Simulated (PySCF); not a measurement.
C₃H₆BCl₂Si (doublet)

Input

```
{"job": {"kind": "epr", "basis": "pcH-1"}, "charge": 0, "multiplicity": 2}
C     -2.094912     1.254672    -0.823519
C     -1.486794     0.272212    -0.250885
Si    -0.527416    -0.767893     0.900408
C      1.185874    -1.067103     0.049034
B      1.890002     0.287336    -0.193806
Cl     1.663646     1.170575    -1.664316
Cl     2.836871     1.041422     1.043488
H     -2.230093     2.232000    -0.365392
H     -2.520414     1.180245    -1.818913
H     -0.275258    -0.191876     2.230655
H     -1.177503    -2.076676     1.027884
H      1.742230    -1.720165     0.717840
H      0.989378    -1.614263    -0.870208
```

Launched as:

```sh
OMP_NUM_THREADS=1 python probes_run.py task.json out
```

Geometry: GFN2-xTB.

These are results of PySCF 2.14.0, density-fitted response routines, UKS B3LYP, pcH-1 on B C Cl H Si, non-relativistic, mean-field spin-orbit, GIAO, not measurements.

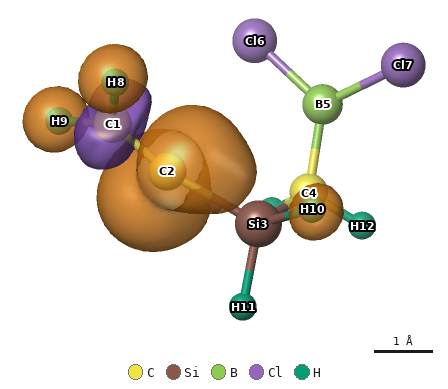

Figure 1. Isosurfaces of the spin density at +0.02 (orange) and −0.02 e/Å³ (purple), seen at a tilt.

Where is the unpaired spin?

Answer. The unpaired spin (1 electron) lies mostly on C2 (about 0.7) and Si3 (about 0.1), in electrons by Hirshfeld's partition.

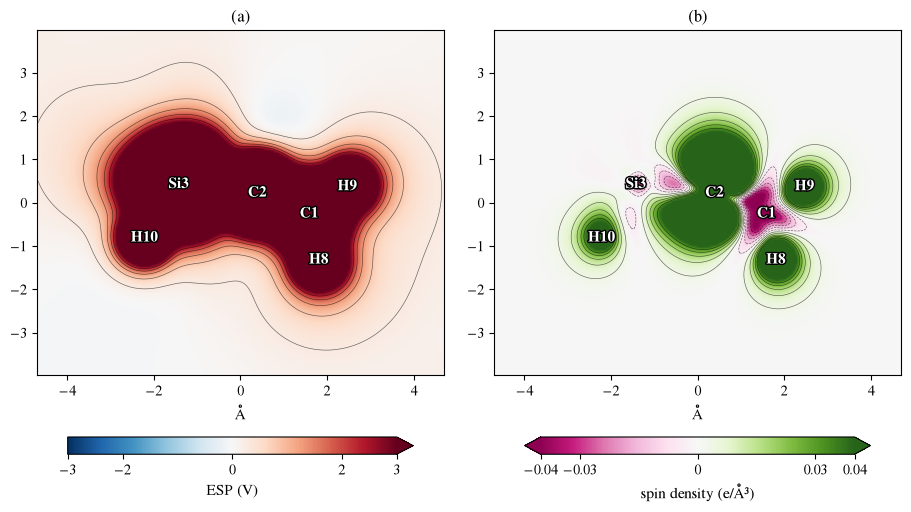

Figure 2. (a) electrostatic potential; (b) spin density on the plane of atoms C2, C1 and H8.

Describe what can be read from this map.

Answer. The section cuts through C, Si and H sites. The unpaired spin (1 electron) lies mostly on C2 (about 0.7) and Si3 (about 0.1), in electrons by Hirshfeld's partition. The potential has no marked negative region in this plane.

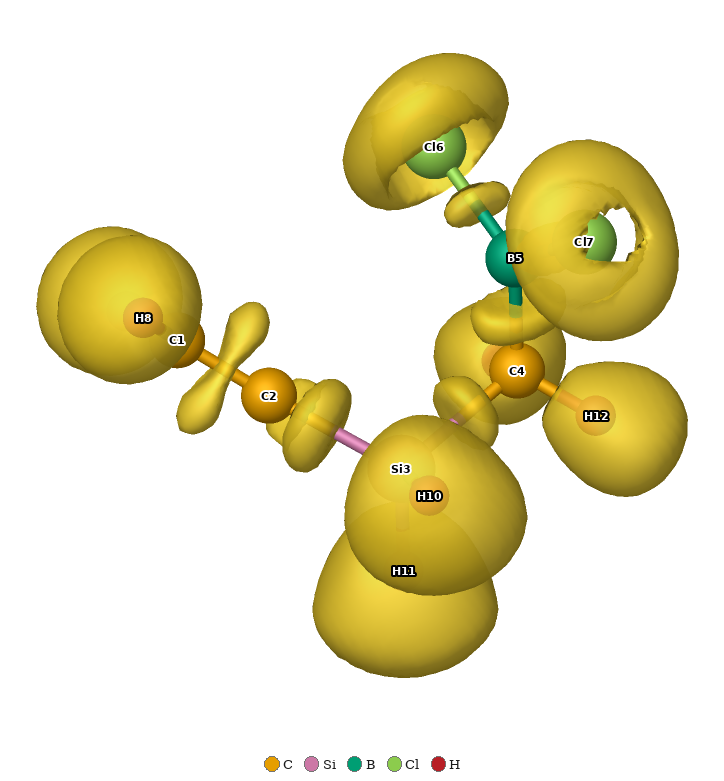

Figure 3. Isosurface of the electron localisation function at 0.85 (yellow), seen across its widest extent. Only the valence region is drawn (cores and ρ < 0.01 e/Å³ removed).

What do the ELF domains correspond to?

Answer. The ELF exceeds this value in one region between bonded B–C atoms (shared pairs), two regions between bonded B–Cl atoms (shared pairs), one region between bonded C–C atoms (shared pairs), two regions between bonded C–Si atoms (shared pairs), six regions around hydrogen nuclei and two rings or bowls of non-bonding electrons around Cl. Profiles from the grid: C–C (1.29 Å): the ELF peaks at about 0.90 between the atoms (a short, multiple covalent bond). C–B (1.55 Å): the ELF peaks at about 0.95 between the atoms (a shared electron pair).
